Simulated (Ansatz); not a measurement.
# BH2+ (singlet): inputs that go wrong at distance B1–H2 = 1.449 Å

4 inputs are run for BH2+ (singlet) as typed; the log has to tell whether the result can be used and what must change.

Method: the settings change from run to run; program: Ansatz 0.2.0, Gaussian basis.

18 further runs of the same task are left out: 11 that didn't finish, 7 set aside as unsound or not needed.

**1. The geometry**

The geometry derives from a PBE0/def2-TZVP stationary point (not a proven minimum). One bond is set to the value named and the two fragments are kept rigid.

3 atoms, charge 1, spin multiplicity 1.

Atoms are counted from 1 here; the program's logs count them from 0.

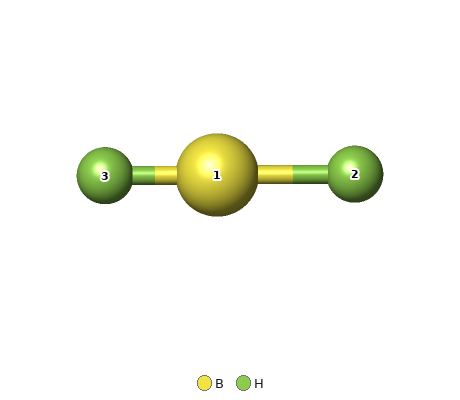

The structure; boron yellow, hydrogen green; atoms are numbered from 1 in the order of the file.

**2. Try 1**

Contents of in.yaml:

```yaml
crystal:
  periodic: [false, false, false]
  atoms:
    - {symbol: B, position_ang: [0.000000, 0.000000, 0.089940]}
    - {symbol: H, position_ang: [0.000000, 0.000000, -1.359060]}
    - {symbol: H, position_ang: [0.000000, 0.000000, 1.269121]}
basis:
  gaussian: {orbitals: def2-mTZVP}
total_charge: 1
magnetization: {spin_polarized: false}
hamiltonian: {xc: {name: r2SCAN}}
correlation: {method: full_ci, electrons: valence}
```

Command:

```bash
ansatz run in.yaml --threads 1 --pin off --events-out ev --progress --plain --max-ram 2393MiB
```

Output:

```text
Error: YAML parse error: error: line 12 column 23: unknown variant `full_ci`, expected one of mp2, rpa, ccsd, ccsd_t, bccd, bccd_t, ccsdt, ccsdt_q, ccsdt_q_b, ccsdtq, fci, sc_nevpt2, fic_nevpt4_sd, fic_mrcisd_q, fic_mrcisd_q_relaxed
  --> <input>:12:23
   |
10 | magnetization: {spin_polarized: false}
11 | hamiltonian: {xc: {name: r2SCAN}}
12 | correlation: {method: full_ci, electrons: valence}
   |                       ^ unknown variant `full_ci`, expected one of mp2, rpa, ccsd, ccsd_t, bccd, bccd_t, ccsdt, ccsdt_q, ccsdt_q_b, ccsdtq, fci, sc_nevpt2, fic_nevpt4_sd, fic_mrcisd_q, fic_mrcisd_q_relaxed
```

Wall time 0.03 s (1 thread of Arm Neoverse V2, shared host).

Diagnosis: The run was refused. The method's name isn't one that the program knows. Fix: name one from the list in the message.

**3. Try 2**

Contents of in.yaml:

```yaml
crystal:
  periodic: [false, false, false]
  atoms:
    - {symbol: B, position_ang: [0.000000, 0.000000, 0.089940]}
    - {symbol: H, position_ang: [0.000000, 0.000000, -1.359060]}
    - {symbol: H, position_ang: [0.000000, 0.000000, 1.269121]}
basis:
  gaussian: {orbitals: aug-cc-pVDZ, fitting: {mean_field: def2-universal-jkfit}}
total_charge: 1
correlation: {active_space: {ras: {orbitals: [2, 0, 38], electrons: 5, max_holes: 2, max_particles: 2}, fixed_orbitals: true}}
```

The command is unchanged.

Output:

```text
Functional definition: HF
  name "HF"
  cite "Fock, Z. Phys. 61, 126 (1930) doi:10.1007/BF01340294"
  parent pbe
  exchange = exact_x
  correlation = 0
111 factors; integrals over basis functions are off by at most 4.4e-1 eV
mean field evaluation 1: about -692.0917 eV, gradient 7.6e0 eV
mean field evaluation 2: about -692.4012 eV, gradient 2.2e0 eV
mean field evaluation 4: about -692.4308 eV, gradient 1.5e-1 eV
mean field evaluation 8: about -692.4309 eV, gradient 1.2e-6 eV
mean field -692.43090986 eV, -25.4463665907 hartree, gradient 1.2e-6 eV, S^2 0.000000; 0 other end points of the search recorded, 0 dependent functions left out
reference -692.43090986 eV, -25.4463665907 hartree; 3, 3 occupied and 38, 38 virtual orbitals, 111 factors
Error: 5 electrons in 40 orbitals form no window around the highest filled level of the reference
```

It took 0.06 s on 1 thread of Arm Neoverse V2, shared host.

Diagnosis: The run stopped with an error. The electron count of the restricted space is wrong. Cure: count the correlated electrons again.

**4. Try 3**

Contents of in.yaml:

```yaml
crystal:
  periodic: [false, false, false]
  atoms:
    - {symbol: B, position_ang: [0.000000, 0.000000, 0.089940]}
    - {symbol: H, position_ang: [0.000000, 0.000000, -1.359060]}
    - {symbol: H, position_ang: [0.000000, 0.000000, 1.269121]}
basis:
  gaussian: {orbitals: aug-cc-pVTZ}
total_charge: 1
magnetization: {spin_polarized: false}
correlation: {method: mp2, frozen_orbitals: {B: 0}}
```

Same command.

Output:

```text
Functional definition: HF
  name "HF"
  cite "Fock, Z. Phys. 61, 126 (1930) doi:10.1007/BF01340294"
  parent pbe
  exchange = exact_x
  correlation = 0
Error: "frozen_orbitals" has no count for H
```

Run time: 0.06 s. Hardware: 1 thread of Arm Neoverse V2, shared host.

What is wrong: The run was refused. The frozen-orbital counts are incomplete or too large. Cure: leave frozen_orbitals out, or give each element a count that its core has.

**5. Try 4**

Contents of in.yaml:

```yaml
crystal:
  periodic: [false, false, false]
  atoms:
    - {symbol: B, position_ang: [0.000000, 0.000000, 0.089940]}
    - {symbol: H, position_ang: [0.000000, 0.000000, -1.359060]}
    - {symbol: H, position_ang: [0.000000, 0.000000, 1.269121]}
basis:
  gaussian: {orbitals: "6-31++G**", fitting: {mean_field: def2-universal-jkfit}}
total_charge: 1
correlation: {active_space: {window: {electrons: 2, orbitals: 2}}}
scf: {lower_state_search: light}
magnetization: {spin_polarized: true, initial_magnetization: 0}
```

Launched as before.

Output:

```text
Error: invalid value for `correlation.active_space`: it starts from restricted Hartree–Fock orbitals; set hamiltonian.xc: hf without magnetization.spin_polarized
```

Wall time 0.03 s (1 thread of Arm Neoverse V2, shared host).

Diagnosis: The run was refused. An active space is asked on unrestricted orbitals. Fix: drop spin_polarized: true.

**6. How the runs ended**

```
try                   level                ended                                                  cause    time
  1    'full_ci'/def2-mTZVP              refused     the method's name isn't one that the program knows  0.03 s
  2        CISD/aug-cc-pVDZ  stopped by an error    the electron count of the restricted space is wrong  0.06 s
  3  MP2 on RHF/aug-cc-pVTZ              refused  the frozen-orbital counts are incomplete or too large  0.06 s
  4   CASSCF(2,2)/6-31++G**              refused      an active space is asked on unrestricted orbitals  0.03 s
```

3 refused, 1 stopped by an error.
